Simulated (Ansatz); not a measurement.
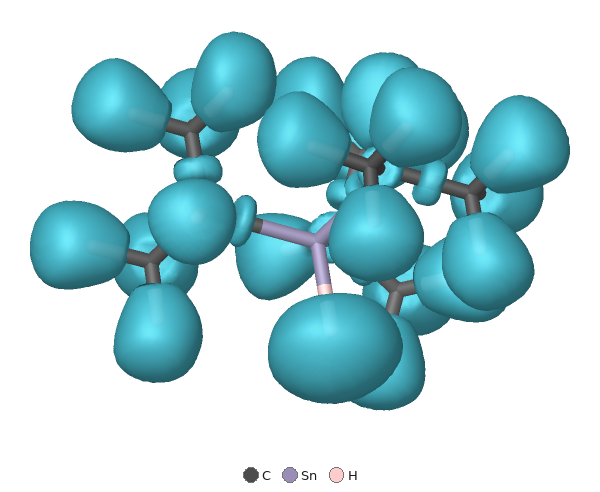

The picture shows: C$_{9}$H$_{22}$Sn (SMILES C[CH](C)[SnH]([CH](C)C)[CH](C)C). Isosurface of the electron localisation function at 0.8 (cyan), seen from one side. Only the valence region is drawn (cores and ρ < 0.01 e/Å³ removed).

Geometry: PBE0-D4/def2-TZVP; core potentials replace the inner electrons of Sn.

The calculation used RKS PBE0-D4/def2-TZVPP (Ansatz).

Input

```
crystal:
  periodic: [false, false, false]
  atoms:
    - {symbol: C, position_ang: [-2.914151, -0.239036, -1.066197]}
    - {symbol: C, position_ang: [-1.449248, -0.629568, -1.197648]}
    - {symbol: C, position_ang: [-1.218058, -2.078819, -0.791971]}
    - {symbol: Sn, position_ang: [-0.157200, 0.709558, -0.073524]}
    - {symbol: C, position_ang: [0.065594, 0.010661, 1.968990]}
    - {symbol: C, position_ang: [-1.267878, -0.004142, 2.701628]}
    - {symbol: C, position_ang: [1.103682, 0.838621, 2.711863]}
    - {symbol: C, position_ang: [1.793707, 0.843122, -1.016929]}
    - {symbol: C, position_ang: [2.517216, -0.495132, -0.973116]}
    - {symbol: C, position_ang: [1.683418, 1.374819, -2.437946]}
    - {symbol: H, position_ang: [-3.550860, -0.899711, -1.667854]}
    - {symbol: H, position_ang: [-3.260903, -0.317464, -0.031023]}
    - {symbol: H, position_ang: [-3.098354, 0.786999, -1.393666]}
    - {symbol: H, position_ang: [-1.147866, -0.506810, -2.244022]}
    - {symbol: H, position_ang: [-0.179950, -2.391443, -0.931950]}
    - {symbol: H, position_ang: [-1.469966, -2.247188, 0.259739]}
    - {symbol: H, position_ang: [-1.846828, -2.755778, -1.383403]}
    - {symbol: H, position_ang: [-0.871128, 2.281076, -0.034578]}
    - {symbol: H, position_ang: [0.431660, -1.018806, 1.883483]}
    - {symbol: H, position_ang: [-2.003666, -0.647497, 2.211871]}
    - {symbol: H, position_ang: [-1.700591, 0.999158, 2.765324]}
    - {symbol: H, position_ang: [-1.147455, -0.368642, 3.729545]}
    - {symbol: H, position_ang: [0.799527, 1.887531, 2.787270]}
    - {symbol: H, position_ang: [1.240635, 0.470393, 3.736296]}
    - {symbol: H, position_ang: [2.081300, 0.814794, 2.222708]}
    - {symbol: H, position_ang: [2.354118, 1.566259, -0.414050]}
    - {symbol: H, position_ang: [2.629850, -0.874832, 0.046235]}
    - {symbol: H, position_ang: [3.522226, -0.413447, -1.405203]}
    - {symbol: H, position_ang: [1.985137, -1.257544, -1.551104]}
    - {symbol: H, position_ang: [2.673587, 1.470709, -2.900635]}
    - {symbol: H, position_ang: [1.099272, 0.701898, -3.074161]}
    - {symbol: H, position_ang: [1.206872, 2.357959, -2.474875]}
basis:
  gaussian: {orbitals: def2-TZVPP}
hamiltonian: {xc: pbe0, dispersion: d4}
output: {orbitals: {seedname: orbitals}}
```

Command:

```sh
ansatz run in.yaml --threads 11 --pin off --events-out ev --progress --plain --max-ram 166912MiB --backend cuda --devices 0, --max-vram 75GiB
```

### Describe the localisation domains.

At this value the surface marks out six regions between bonded C–C atoms (shared pairs), 22 regions around hydrogen nuclei and three lobes of the valence shell of C pointing towards Sn (polar bonds). Along the contacts the grid gives the following. C–C (1.52 Å): the ELF peaks at about 0.95 between the atoms: a covalent bond. C–Sn (2.17 Å): the ELF peaks at about 0.90 in the valence shell of C, 0.7 Å from its nucleus, and drops to about 0.20 between the two atoms.
